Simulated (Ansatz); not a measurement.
# LaSb (model cell, started as wurtzite): relaxing the cell for a phonon run

Aim: bring LaSb (model cell, started as wurtzite) to small forces and stress, as phonons need.

Method: DFT PBEsol, scalar-relativistic, plane waves, PAW, in Ansatz 0.2.0.

The structure was built from a prototype and need not be the compound's stable phase.

## (1) Set-up

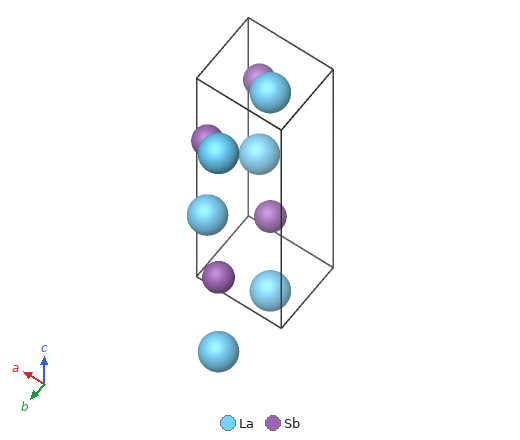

Start, viewed from a free direction; lanthanum blue, antimony purple. 1×2×1 cells are drawn. Some periodic images of atoms are drawn too.

## (2) Probe on a coarse mesh

A quick single point on a coarse mesh tells whether the cell has a gap and how far it is from rest, which sets the k mesh and smearing that follow.

File input.yaml:

```yaml
crystal:
  lattice:
    - [5.03484, 0.0, 0.0]
    - [-2.51742, 4.3603, 0.0]
    - [0.0, 0.0, 8.2219]
  atoms:
    - { symbol: La, position: [0.333333, 0.666667, 0.0] }
    - { symbol: La, position: [0.666667, 0.333333, 0.5] }
    - { symbol: Sb, position: [0.333333, 0.666667, 0.375] }
    - { symbol: Sb, position: [0.666667, 0.333333, 0.875] }
kpoints:
  mp_grid: { grid: [6, 6, 2] }
hamiltonian:
  xc: pbesol
scf:
  occupations: { method: gaussian, width: 0.1 }
output:
  forces: true
  stress: true
  eigenvalues: true
```

The run is started by

```
$ ansatz run input.yaml --threads 4 --pin off --max-ram 7168MiB --backend cpu --events-out ev --progress --plain --runs-dir out
```

Numbers of over 12 decimals in the logs are rounded to 6 here.

Output:

```text
[...]
k-point 0: bands = [... 22 lower, 4.8879, 4.9117, 5.2083, 5.2083, 7.5409, 7.8397, 7.8397, 8.0041, ... 2 higher]
  k-point 1: bands = [... 22 lower, 5.0237, 5.0237, 5.0237, 5.0237, 7.9008, 7.9008, 8.0668, 8.0668, ... 2 higher]
  k-point 2: bands = [... 22 lower, 4.9759, 4.9841, 5.1103, 5.3491, 7.4926, 7.7850, 7.8149, 7.9014, ... 2 higher]
  k-point 13: bands = [... 22 lower, 4.9890, 4.9890, 5.6555, 5.6555, 7.5767, 7.5767, 7.9815, 7.9815, ... 2 higher]
[key lines of the parts left out:]
SCF converged after 8 iterations
Free energy (F): -25141.340361 eV
Fermi energy:    6.518667 eV
P = ⅓ Tr σ = 0.6542 GPa (6.542 kbar)
```

It took 3 s on 4 threads of Arm Neoverse V1, shared host; peak memory 0.47 GiB; 9.4 s of CPU time.

A gap read on the k-mesh alone can miss the band edges.

This step gave:

- pressure: 0.6542 GPa
- gap on the k-mesh: 1.314 eV
- volume per atom: 45.12 Å³
- direct gap on mesh: 1.506 eV

The coarse mesh shows a gap of 1.31 eV and a pressure of 0.7 GPa.

## (3) Bringing the structure to rest, k-mesh 6×6×4, smearing width 0.02 eV

The cell and atoms are relaxed, since residual forces and stress would shift the frequencies.

input.yaml, the sections that differ from step 2:

```yaml
kpoints:
  mp_grid: { grid: [6, 6, 4] }
scf:
  occupations: { method: gaussian, width: 0.02 }
relax:
  adjacent_minimum: "off"
  f_tol: 0.005
  max_steps: 80
  cell: { stress_tol: 0.05 }
# crystal, hamiltonian, output: as in step 2
```

Output:

```text
[...]
Crystal: 4 atoms, lattice volume = 180.499 Å³
Basis set: ecut = 420 eV, 3513 PW (Γ), exchange–correlation on 72×72×120 points (8 copies of the dense FFT grid, shifted against one another)
Bands: 32, of which v1, the nominal top of the filled ones, is band 26 counted from 1 (25 counted from 0)
Symmetry: 12 space group operations
[...]
k-points: 21 of 144 (time reversal used)
[...]
SCF iter   1: F=—  HF=-25141.354213 eV  |F-HF|=—  |Δ(HF+E_count)|=         —  Δρ=3.03e-3  dr2=3.04e-2  ethr=1.77e-3  ⟨swp⟩=8.3  Hψ=3202  notcnv=0
[...]
SCF iter   8: F=-25141.344309 eV  HF=-25141.344309 eV  |F-HF|=6.99e-9  |Δ(HF+E_count)|=   1.55e-7  Δρ=2.78e-6  dr2=2.34e-8  ethr=1.92e-10  ⟨swp⟩=16.0  Hψ=3683  notcnv=0
SCF 1 converged in 8 iterations: F = -25141.344309 eV  dr2 = 2.34e-8
[...]
relax step   1: F+E_penalty+E_count = -25141.34430896 eV  Δ(F+E_penalty+E_count) = +0.000e0 eV  max|allowed force component| = 1.282e-1 eV/Å  Δτ_max = 0.0000 Å  P = +0.636 GPa  Ω = 180.499 Å³  (8 SCF iters, dr2 threshold 1.00e-7 eV, accepted)
Crystal: 4 atoms, lattice volume = 185.383 Å³
Basis set: ecut = 420 eV, 3573 PW (Γ), exchange–correlation on 72×72×120 points (8 copies of the dense FFT grid, shifted against one another)
[...]
iter 1 solved again at ethr=3.12e-5 eV; its pass at ethr=3.10e-3 eV (dr2=1.62e-2 eV) is discarded
[...]
SCF iter   7: F=-25141.414673 eV  HF=-25141.414673 eV  |F-HF|=3.97e-8  |Δ(HF+E_count)|=   5.37e-7  Δρ=4.30e-6  dr2=6.62e-8  ethr=7.69e-10  ⟨swp⟩=11.6  Hψ=3792  notcnv=0
SCF 2 converged in 7 iterations: F = -25141.414673 eV  dr2 = 6.62e-8
[...]
relax step   2: F+E_penalty+E_count = -25141.41467318 eV  Δ(F+E_penalty+E_count) = -7.036e-2 eV  max|allowed force component| = 7.958e-2 eV/Å  Δτ_max = 0.0539 Å  P = -0.489 GPa  Ω = 185.383 Å³  energy of the carried Pulay correction = -3.396e-4 eV  (7 SCF iters, dr2 threshold 4.00e-7 eV, accepted)
Crystal: 4 atoms, lattice volume = 183.723 Å³
Basis set: ecut = 420 eV, 3631 PW (Γ), exchange–correlation on 72×72×120 points (8 copies of the dense FFT grid, shifted against one another)
[...]
SCF iter   7: F=-25141.577037 eV  HF=-25141.577037 eV  |F-HF|=3.23e-8  |Δ(HF+E_count)|=   2.81e-7  Δρ=4.22e-6  dr2=4.36e-8  ethr=7.69e-10  ⟨swp⟩=8.8  Hψ=3207  notcnv=0
SCF 3 converged in 7 iterations: F = -25141.577037 eV  dr2 = 4.36e-8
relax step   3: F+E_penalty+E_count = -25141.57703687 eV  Δ(F+E_penalty+E_count) = -1.624e-1 eV  max|allowed force component| = 1.867e-1 eV/Å  Δτ_max = 0.0848 Å  P = -0.857 GPa  Ω = 183.723 Å³  energy of the carried Pulay correction = -2.252e-4 eV  (7 SCF iters, dr2 threshold 4.00e-7 eV, accepted)
[... from here on, the SCF cycles and remarks between the steps are left out ...]
relax step   4: F+E_penalty+E_count = -25141.83344809 eV  Δ(F+E_penalty+E_count) = -2.564e-1 eV  max|allowed force component| = 3.420e-1 eV/Å  Δτ_max = 0.0889 Å  P = -0.937 GPa  Ω = 178.824 Å³  energy of the carried Pulay correction = +1.186e-4 eV  (7 SCF iters, dr2 threshold 4.00e-7 eV, accepted)
relax step   5: F+E_penalty+E_count = -25142.18520698 eV  Δ(F+E_penalty+E_count) = -3.518e-1 eV  max|allowed force component| = 4.564e-1 eV/Å  Δτ_max = 0.1018 Å  P = -0.756 GPa  Ω = 172.427 Å³  energy of the carried Pulay correction = +5.819e-4 eV  (7 SCF iters, dr2 threshold 4.00e-7 eV, accepted)
relax step   6: F+E_penalty+E_count = -25142.48192086 eV  Δ(F+E_penalty+E_count) = -2.967e-1 eV  max|allowed force component| = 3.433e-1 eV/Å  Δτ_max = 0.1115 Å  P = +0.363 GPa  Ω = 165.202 Å³  energy of the carried Pulay correction = +1.126e-3 eV  (8 SCF iters, dr2 threshold 4.00e-7 eV, accepted)
relax step   7: F+E_penalty+E_count = -25142.23162578 eV  Δ(F+E_penalty+E_count) = +2.503e-1 eV  max|allowed force component| = 9.536e-1 eV/Å  Δτ_max = 0.1774 Å  P = -0.838 GPa  Ω = 174.869 Å³  energy of the carried Pulay correction = +4.031e-4 eV  (8 SCF iters, dr2 threshold 4.00e-7 eV, rejected (line search))
relax step   8: F+E_penalty+E_count = -25142.52847157 eV  Δ(F+E_penalty+E_count) = -4.655e-2 eV  max|allowed force component| = 6.784e-3 eV/Å  Δτ_max = 0.0716 Å  P = +0.135 GPa  Ω = 165.923 Å³  energy of the carried Pulay correction = +1.071e-3 eV  (11 SCF iters, accepted)
relax step   9: F+E_penalty+E_count = -25142.52865680 eV  Δ(F+E_penalty+E_count) = -1.852e-4 eV  max|allowed force component| = 1.164e-4 eV/Å  Δτ_max = 0.0014 Å  P = +0.002 GPa  Ω = 166.406 Å³  energy of the carried Pulay correction = +1.034e-3 eV  (5 SCF iters, dr2 threshold 6.87e-8 eV, accepted)
relax step  10: F+E_penalty+E_count = -25142.53061881 eV  Δ(F+E_penalty+E_count) = -1.962e-3 eV  max|allowed force component| = 1.193e-4 eV/Å  Δτ_max = 0.0000 Å  P = +0.036 GPa  Ω = 166.406 Å³  stress off target by 6.82e-2 GPa  SCF on the basis re-selected at this cell (its energy is not comparable with the rows above)  (6 SCF iters)
relax step  11: F+E_penalty+E_count = -25142.53065959 eV  Δ(F+E_penalty+E_count) = -4.078e-5 eV  max|allowed force component| = 2.027e-5 eV/Å  Δτ_max = 0.0000 Å  P = +0.005 GPa  Ω = 166.557 Å³  energy of the carried Pulay correction = -1.187e-5 eV  (5 SCF iters, dr2 threshold 1.16e-8 eV, accepted)
[...]
SCF iter   1: F=—  HF=-25142.530622 eV  |F-HF|=—  |Δ(HF+E_count)|=         —  Δρ=1.43e-6  dr2=4.84e-9  ethr=8.51e-7  ⟨swp⟩=4.1  Hψ=5133  notcnv=0
eigensolver tolerance schedule: the retry pair's looser diagonalisation over-reported the residual by 91317.58 of it (diagonalisation noise at an unbounded share of the residual, at the tolerance the schedule requests for it); recorded, not acted on — ethr = c·dr2/N_el stays at c = 1.0e-1
[...]
SCF iter   2: F=—  HF=-25142.530667 eV  |F-HF|=—  |Δ(HF+E_count)|=   4.45e-5  Δρ=8.35e-7  dr2=1.74e-9  ethr=9.32e-12  ⟨swp⟩=4.4  Hψ=2307  notcnv=0
[...]
SCF iter   6: F=-25142.530667 eV  HF=-25142.530667 eV  |F-HF|=3.64e-12  |Δ(HF+E_count)|=  1.46e-11  Δρ=1.32e-7  dr2=2.59e-11  ethr=1.00e-12  ⟨swp⟩=8.4  Hψ=2910  notcnv=0
SCF 12 converged in 6 iterations: F = -25142.530667 eV  dr2 = 2.59e-11
relax step  12: F+E_penalty+E_count = -25142.53066669 eV  Δ(F+E_penalty+E_count) = -7.102e-6 eV  max|allowed force component| = 2.033e-5 eV/Å  Δτ_max = 0.0000 Å  P = +0.005 GPa  Ω = 166.557 Å³  stress off target by 6.87e-3 GPa  SCF on the basis re-selected at this cell (its energy is not comparable with the rows above)  (6 SCF iters)
[...]
SCF converged after 6 iterations
Free energy (F): -25142.530667 eV
[...]
Internal energy: -25142.530510 eV  (E = F + TS)
E sigma→0 (E₀):  -25142.530588 eV
Entropy (-TS):   -0.000157 eV (-0.039 meV/atom)
Fermi energy:    7.261262 eV
[...]
--- Forces (eV/Å), atoms counted from 1 ---
  atom   1  La    -0.00000000     0.00000000    -0.00002036
  atom   2  La     0.00000000    -0.00000000    -0.00002036
  atom   3  Sb     0.00000000     0.00000000     0.00002030
  atom   4  Sb     0.00000000    -0.00000000     0.00002030
  max |Σ_I F_I| component: 1.22e-7 eV/Å
--- Stress (GPa, compression-positive) ---
        0.006869       0.000000       0.000000
        0.000000       0.006869      -0.000000
        0.000000      -0.000000       0.000686
  P = ⅓ Tr σ = 0.0048 GPa (0.048 kbar)
--- Band table (eV; the first three rows and the last of 21) ---
  k-point 0: bands = [... 22 lower, 5.7131, 5.7131, 6.0692, 7.4144, 8.0641, 8.0641, 8.5309, 9.0151, ... 2 higher]
  k-point 1: bands = [... 22 lower, 5.5812, 5.5854, 5.5854, 6.1966, 8.4600, 8.4600, 8.6409, 9.0293, ... 2 higher]
  k-point 2: bands = [... 22 lower, 5.4869, 5.4869, 5.4869, 5.4869, 8.8703, 8.8703, 8.9284, 8.9284, ... 2 higher]
  k-point 20: bands = [... 22 lower, 5.9575, 5.9575, 6.0009, 6.0009, 8.3968, 8.3968, 8.9049, 8.9049, ... 2 higher]
--- Relaxed structure (10 steps of the walk, 9 accepted, 2 SCFs on fresh bases) ---
  F+E_penalty+E_count = -25142.53066669 eV   max|allowed force component| = 2.033e-5 eV/Å   (the final SCF, on the basis selected at the relaxed cell)
  cell:  # Å, volume = 166.5568 Å³
    - [5.482901, 0.0, 0]
    - [-2.741450, 4.748331, 0]
    - [0, 0, 6.397510]
  atoms:
    - { symbol: La, position: [0.333333, 0.666667, -0.062499] }
    - { symbol: La, position: [0.666667, 0.333333, 0.437501] }
    - { symbol: Sb, position: [0.333333, 0.666667, 0.437499] }
    - { symbol: Sb, position: [0.666667, 0.333333, 0.937499] }
```

Elapsed: 54 s, on 4 threads; peak memory 0.55 GiB.

Step by step:

| step | energy less that of the first step (eV) | largest force component (eV/Å) | pressure (GPa) | volume (Å³) |
| --- | --- | --- | --- | --- |
| 1 | 0.0000 | 0.1282 | 0.64 | 180.50 |
| 2 | -0.0704 | 0.0796 | -0.49 | 185.38 |
| 3 | -0.2327 | 0.1867 | -0.86 | 183.72 |
| 4 | -0.4891 | 0.3420 | -0.94 | 178.82 |
| 5 | -0.8409 | 0.4564 | -0.76 | 172.43 |
| 6 | -1.1376 | 0.3433 | 0.36 | 165.20 |
| 7 | -0.8873 | 0.9536 | -0.84 | 174.87 |
| 8 | -1.1842 | 0.0068 | 0.13 | 165.92 |
| 9 | -1.1843 | 0.0001 | 0.00 | 166.41 |
| 10* | -1.1863 | 0.0001 | 0.04 | 166.41 |
| 11 | -1.1864 | 0.0000 | 0.00 | 166.56 |
| 12* | -1.1864 | 0.0000 | 0.00 | 166.56 |

Relaxation steps marked * repeat the geometry before them on a plane-wave basis chosen anew for their cell, so energy and pressure can jump there. Relaxation step 7 was tried and not accepted.

Forces are held to the 12 operations that the run works with; a distortion that breaks them can't arise in this run.

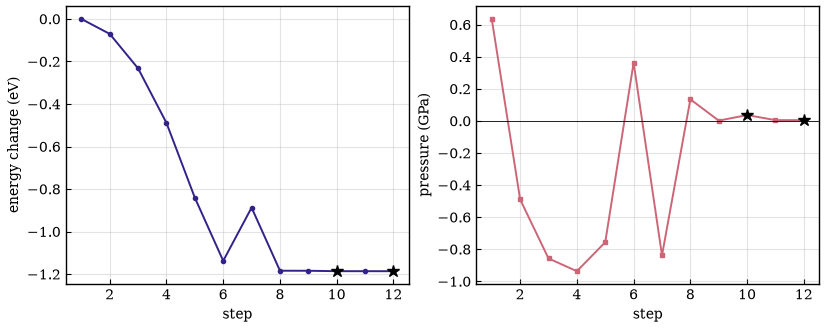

Energy and pressure along the relaxation. Stars mark steps on a basis chosen anew.

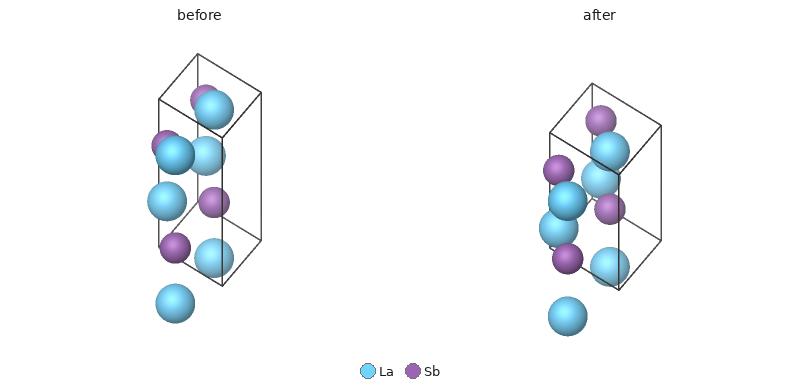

The structure before and after the relaxation, drawn at the same scale.

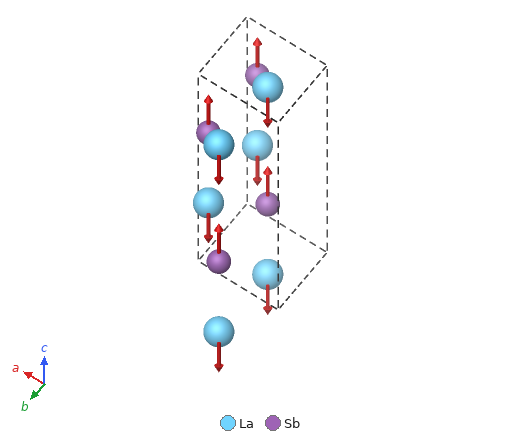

Displacements in the relaxation, exaggerated, measured against the changing cell; the longest in the cell stands for 0.40 Å. 1×2×1 cells are drawn. Some periodic images of atoms are drawn too.

| cell as run | before | after | change |
| --- | --- | --- | --- |
| a (Å) | 5.035 | 5.483 | +8.9 % |
| b (Å) | 5.035 | 5.483 | +8.9 % |
| c (Å) | 8.222 | 6.398 | -22.2 % |
| volume (Å³/atom) | 45.12 | 41.64 | -7.7 % |

The atoms that moved most (Å, as changes of fractional coordinates times the final cell):

| atom | dx | dy | dz | length |
| --- | --- | --- | --- | --- |
| Sb4 | 0.000 | 0.000 | 0.400 | 0.400 |
| La1 | 0.000 | 0.000 | -0.400 | 0.400 |
| La2 | 0.000 | 0.000 | -0.400 | 0.400 |
| Sb3 | 0.000 | 0.000 | 0.400 | 0.400 |

This step gave:

- pressure: 0.004808 GPa
- volume per atom: 41.64 Å³
- gap on the k-mesh: 0 eV

In this step the volume went from 45.12 to 41.64 Å³/atom.

[end of part 1 of 2]

[Logs are printed without paths, hosts, clocks, repeated set-up lines and the standing remarks that a program may print on its own settings, such as how far it seeks lower states.]

[Hosts, paths, dates, database ids (printed as entryN), source tags and the programs' standing remarks are cut or masked in the printed files.]
